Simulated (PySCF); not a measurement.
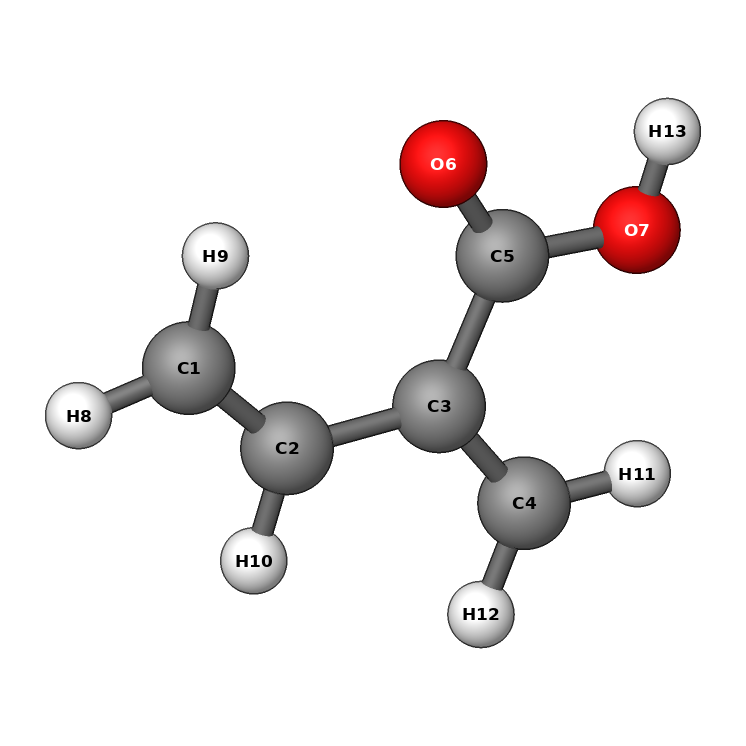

The computed structure is the end point of a PBE0-D3(BJ)/def2-SVP optimisation. No frequency run is at hand to confirm it as a minimum. Method: GIAO PBE0/pcSseg-1 NMR shielding, non-relativistic, IEF-PCM water (PySCF 2.14.0). Principal shieldings σ11 ≤ σ22 ≤ σ33, span Ω = σ33 − σ11, skew κ = 3(σiso − σ22)/Ω.

Give the shielding tensors of the C atoms.

```tsv
atom	σ11	σ22	σ33	σiso	Ω	κ
C1	−55.3	53.8	168.1	55.5	223.4	0.02
C2	−71.4	55.4	141.6	41.9	212.9	−0.19
C3	−64.2	53.3	148.7	45.9	212.8	−0.10
C4	−75.6	35.4	155.0	38.3	230.6	0.04
C5	−80.1	44.8	77.2	14.0	157.3	−0.59
```

Shieldings and span in ppm.
